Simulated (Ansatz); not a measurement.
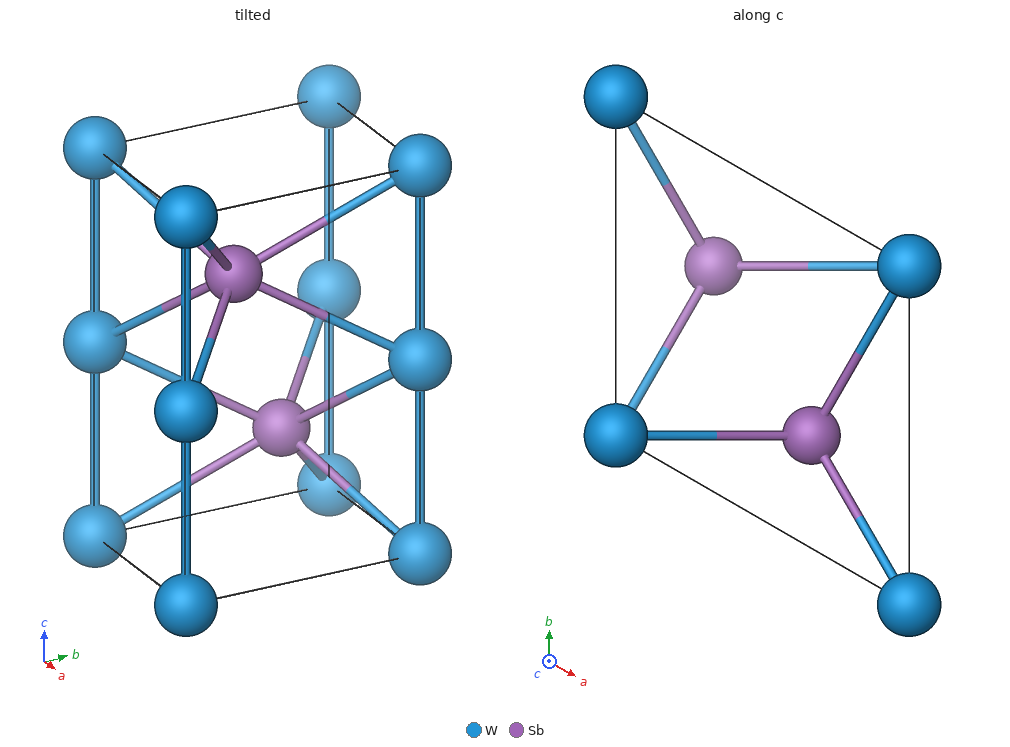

Crystal structure, ball-and-stick style, seen slightly off an axis and along the c axis. The conventional unit cell is drawn as a box.

SbW, nickel arsenide (NiAs) type, space group P6_3/mmc (No. 194), a = 4.400 Å, b = 4.400 Å, c = 5.210 Å, α = 90.00°, β = 90.00°, γ = 120.00°. Provenance: a structure type filled with these elements by a generator (whether the compound takes this form wasn't checked). Earlier steps of the study, as a rule a relaxation of our own, may have changed the cell and positions, so they can lie some per cent off the listed ones. It was run through Ansatz as a DFT input.

This one geometry was computed with Ansatz (DFT, plane waves, PAW) at four levels of theory: PBEsol, PBE with spin-orbit coupling, r2SCAN and LDA.

Which level gives the highest pressure at this volume, and what does that say about its equilibrium volume?

Answer. Highest: PBE with spin-orbit coupling (0.2 GPa), which points to the largest equilibrium volume. Lowest, with the smallest volume: LDA (-7.8 GPa). Levels within 0.5 GPa of each other can't be told apart.

How does the band gap change with the level of theory?

Answer. All levels give a metal.

Collect the results in a table.

Answer.
| level | cutoff (eV) | k-mesh of the run's cell | gap (eV) | pressure (GPa) |
| --- | --- | --- | --- | --- |
| PBEsol | 420 | 10×10×6 | metal | -5.0 |
| PBE with spin-orbit coupling | 420 | 10×10×6 | metal | 0.2 |
| r2SCAN | 500 | 10×10×6 | metal | -2.4 |
| LDA | 420 | 10×10×6 | metal | -7.8 |

Gaps are taken on the k-mesh or band path of each run.
